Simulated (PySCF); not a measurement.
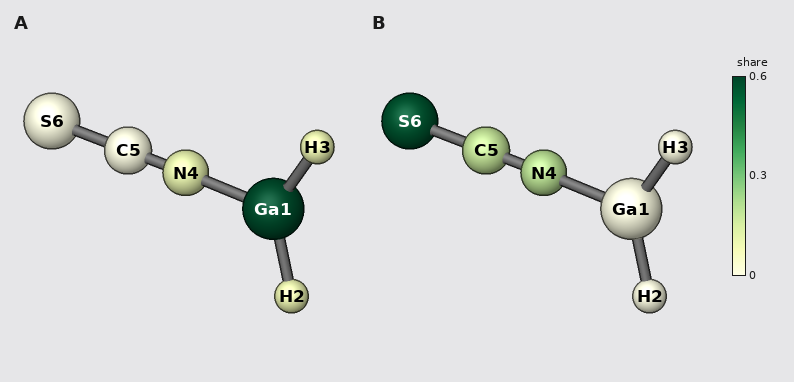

Each panel colours the atoms by their Löwdin share in one orbital (up to four of the largest shares; other atoms are shown as zero). The computed structure is the end point of a PBE0-D3(BJ)/def2-SVP optimisation. No frequency run is at hand to confirm it as a minimum. Level of theory: CAM-B3LYP/def2-SVPD (PySCF 2.14.0).

### The panels show the HOMO, LUMO, in some order. Which is which?

A: LUMO, −1.42 eV; Ga1 0.58, N4 0.10, H3 0.09, H2 0.09
B: HOMO, −8.40 eV; S6 0.56, N4 0.20, C5 0.18
